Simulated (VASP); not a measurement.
Band structure of GaAs (space group F-43m). Computed with PBE GGA with D3 dispersion (Becke-Johnson damping), VASP's PBE PAW potentials (set 64) (plane waves; VASP).

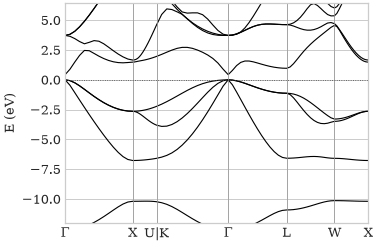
Bands along high-symmetry lines, zero at the valence-band maximum or, without a gap, the Fermi level

**Question.** Read the plot: is there a gap, and where are the band edges?

**Answer.** The gap is direct, 0.44 eV, from the valence maximum at Γ to the conduction minimum at Γ. (Edges off the drawn lines would not show.)

The structure comes from a measured GaAs entry (F-43m) of the Crystallography Open Database, whose conditions weren't checked. It was relaxed first.
